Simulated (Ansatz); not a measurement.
WH₄OClF₃: several calculations on one system

Part 1: Relaxation

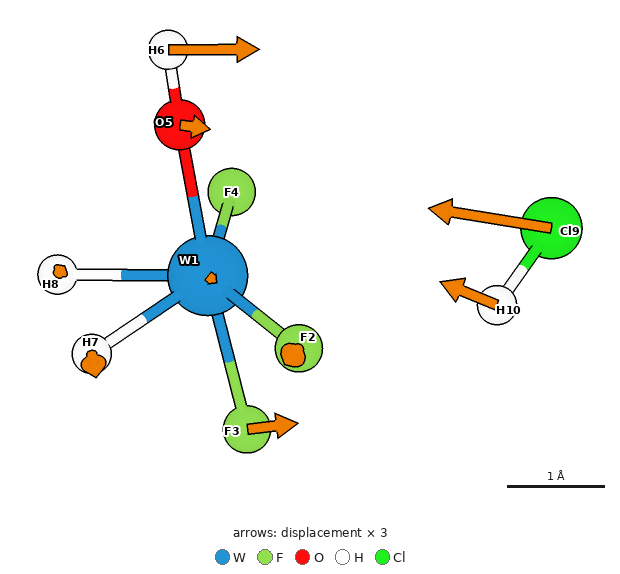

This is a relaxation of WH$_{4}$OClF$_{3}$. The starting structure is drawn; orange arrows show the displacements, magnified 3 times. The two geometries are superimposed by the best rigid fit.

A ball-and-stick model, seen at a tilt.

The run prepares an end point of a later path (reaction) calculation, from a guessed geometry.

These are results of Ansatz 0.2.0, RKS B3LYP-D4/def2-SVP, not measurements.

Input
```yaml
crystal:
  periodic: [false, false, false]
  atoms:
    - { symbol: W, position_ang: [0.038617, 0.019505, -0.083453] }
    - { symbol: F, position_ang: [0.643334, -0.563207, 1.608715] }
    - { symbol: F, position_ang: [1.80767, -0.180513, -0.610545] }
    - { symbol: F, position_ang: [-0.015448, 1.538948, -1.232886] }
    - { symbol: O, position_ang: [-1.660941, 0.257734, 0.540452] }
    - { symbol: H, position_ang: [-2.529139, 0.335001, 0.951866] }
    - { symbol: H, position_ang: [-0.149334, -1.650548, -0.15382] }
    - { symbol: H, position_ang: [-0.507754, -0.622818, -1.538053] }
    - { symbol: Cl, position_ang: [1.278802, 2.453057, 2.238399] }
    - { symbol: H, position_ang: [1.369094, 1.16884, 2.590824] }
basis:
  gaussian: { orbitals: def2-SVP }
hamiltonian:
  xc: b3lyp
  dispersion: d4
relax:
  f_tol: 0.03
  max_steps: 50
```

Command:
```bash
ansatz run input.yaml --threads 4 --pin off --max-ram 5120MiB --backend cpu --events-out ev --progress --plain --runs-dir out
```

**What happened in the run?**

Over 11 geometry steps the energy falls by 10.3 kJ/mol. The largest force component goes from 1.1 to 0.024 eV/Å. Cl9 moves most after the best rigid fit: 0.44 Å. By element the largest moves are Cl 0.44 Å, H 0.32 Å, F 0.18 Å, O 0.11 Å, W 0.04 Å. Near-neighbour distances that change, for instance: W1–Cl9 3.585 → 3.143 Å, W1–H10 3.200 → 2.982 Å, W1–F2 1.889 → 1.952 Å, Cl9–H10 1.335 → 1.301 Å. Among the angles between lasting bonds that change: F3–W1–O5 176.2° → 169.4°, W1–O5–H6 174.1° → 167.4°, F3–W1–H8 91.3° → 97.8°.

Part 2: Relaxation

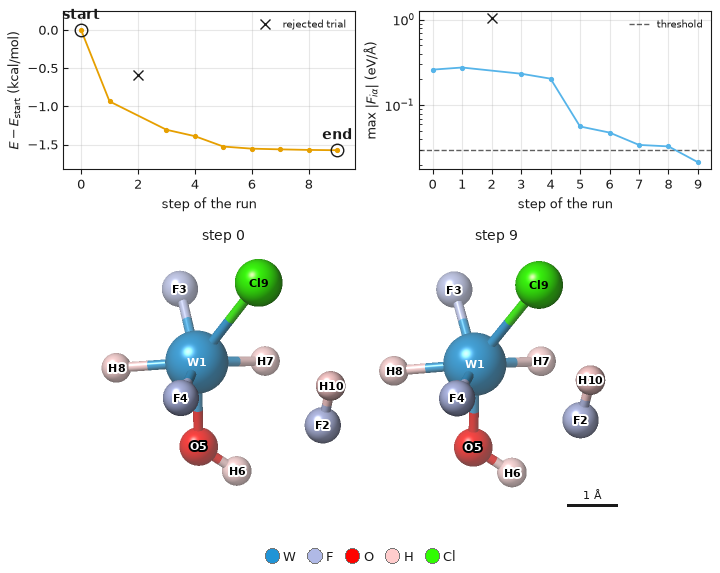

First and last geometry of a relaxation of WH4OClF3, with the history of the run. The picture is a ball-and-stick view, seen at a tilt.

The run prepares an end point of a later path (reaction) calculation, from a guessed geometry.

These are results of RKS B3LYP-D4/def2-SVP in Ansatz, not measurements. (no spin polarisation; force threshold 0.03 eV/Å; at most 50 steps)

Q: Did the run converge, and what did it change?

A: It converged. F2 moves most after the best rigid fit: 0.34 Å. By element the largest moves are F 0.34 Å, H 0.30 Å, Cl 0.16 Å, W 0.11 Å, O 0.06 Å. Some distances before and after: W1–F2 3.046 → 2.608 Å, W1–H10 3.135 → 2.746 Å, W1–Cl9 2.384 → 2.406 Å, F2–H10 0.929 → 0.946 Å. Among the angles between lasting bonds that change: F3–W1–F4 143.5° → 138.6°, F4–W1–H7 131.7° → 135.9°, W1–O5–H6 128.1° → 124.9°. Over 8 accepted moves (9 points after the start) the energy falls by 1.57 kcal/mol. Largest force component: 0.26 eV/Å at the start, 0.022 eV/Å at the end. The line search rejected the trial step at point 2 of the run. The run took 24 s on 4 threads of AMD EPYC 7R43 64-Core Processor (Zen 3), on a shared host, peak memory 0.33 GiB.

```tsv
step	E − E(0), kcal/mol	largest force component, eV/Å	note
0	0.00	0.2605	
1	-0.93	0.2759	
2	-0.59	1.0444	rejected
3	-1.31	0.2336	
4	-1.39	0.2045	
5	-1.53	0.0566	
6	-1.55	0.0480	
7	-1.56	0.0345	
8	-1.57	0.0331	
9	-1.57	0.0216
```

Limits of the set-up: the start holds two separate molecules, 2.6 Å apart at their closest, whose relative position is a soft coordinate.

Part 3: Path

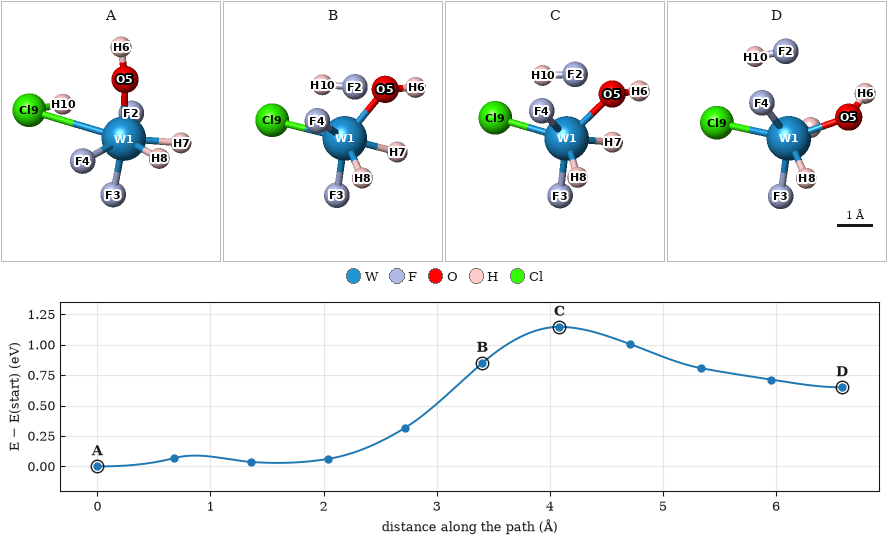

NEB run on WH$_{4}$OClF$_{3}$. Images are numbered from 0 (start) to 10 (end). Frames A to D are images 0, 5, 6, 10. A ball-and-stick model, seen from a free direction.

Theory: RKS B3LYP-D4/def2-SVP (Ansatz). Run with 9 movable images; climbing image; force threshold 0.03 eV/Å; iteration limit 60; starting path through a guess of the saddle point.

**Read off the barrier and say what moves.**

The path has more than one stage, and so few images may leave a stage unresolved. Breaking: Cl9–H10 (1.30 → 2.28 at the top → 2.20 Å), W1–F2 (1.95 → 2.95 at the top → 2.61 Å). Forming: F2–H10 (2.03 → 0.94 at the top → 0.95 Å). The highest point, image 6, lies 1.15 eV above the start and 0.50 eV above the end; the end is at +0.65 eV relative to the start. The band converged in 48 iterations. The largest component of the band force went from 7.7 to 0.021 eV/Å. The climbing image converged on the top of the path. Its vibrational analysis gives one imaginary mode (200i cm⁻¹), as a transition state must have.

Cost: 15 min on 4 threads of AMD EPYC 7R43 64-Core Processor (Zen 3) (shared host), peak memory 0.36 GiB.
